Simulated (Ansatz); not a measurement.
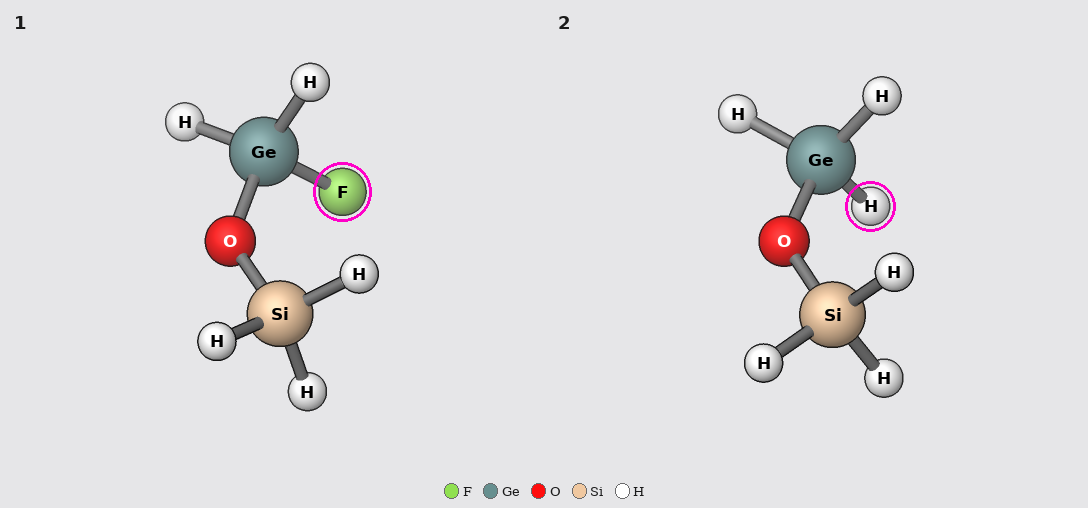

2 molecules with one skeleton, seen from the same side and at one scale; the atom that differs is circled. Charge 0, singlet. Computed geometries: PBE0-D4/def2-TZVP optimisations, one conformation each. Properties computed with Ansatz 0.2.0.

One atom differs, called X below: F in panel 1, H in panel 2. Their formulas are FGeH5OSi (`[F][GeH2][O][SiH3]`), GeH6OSi (`[SiH3][O][GeH3]`).

> In which is the dipole moment larger (ωB97M-V/def2-TZVPP)?

In panel 1 (X = F).

> In which is the length of X–Ge larger (PBE0-D4/def2-TZVP)?

In panel 1 (X = F).

Give the values. With PBE0-D4/def2-TZVP: length of X–Ge (Å), mean angle X–Ge–H (°). With ωB97M-V/def2-TZVPP: dipole moment (D), HOMO energy (Kohn–Sham orbital) (eV), HOMO–LUMO gap (eV).

```tsv
quantity	1 (F)	2 (H)	2 − 1
length of X–Ge (Å)	1.735	1.538	−0.197
mean angle X–Ge–H (°)	107.0	111.3	+4.3
dipole moment (D)	1.86	1.30	−0.56
HOMO energy (Kohn–Sham orbital) (eV)	−11.16	−10.77	+0.39
HOMO–LUMO gap (eV)	12.78	12.27	−0.51
```
